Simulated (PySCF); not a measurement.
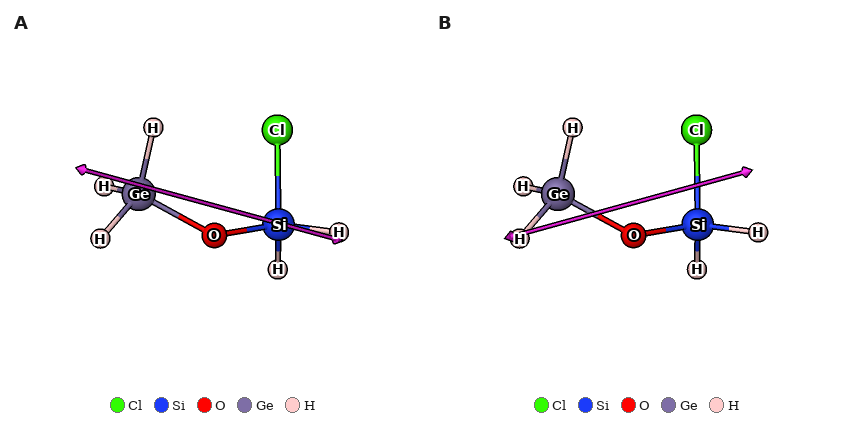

The double arrows show the directions of two transition dipoles from the ground state (lengths mean nothing). The computed structure is the end point of a PBE0-D3(BJ)/def2-SVP optimisation. No frequency run is at hand to confirm it as a minimum. Level of theory: TDDFT PBE0/def2-TZVPD, vertical, gas phase, core orbitals frozen in the response (PySCF 2.14.0).

One belongs to singlet state 7 and one to singlet state 8. Which is which?

Answer. A: state 7, 7.99 eV (155 nm), oscillator strength 0.048, mainly HOMO−1 → LUMO+1 (weight 0.65).
B: state 8, 8.04 eV (154 nm), oscillator strength 0.032, mainly HOMO−2 → LUMO+1 (weight 0.58).
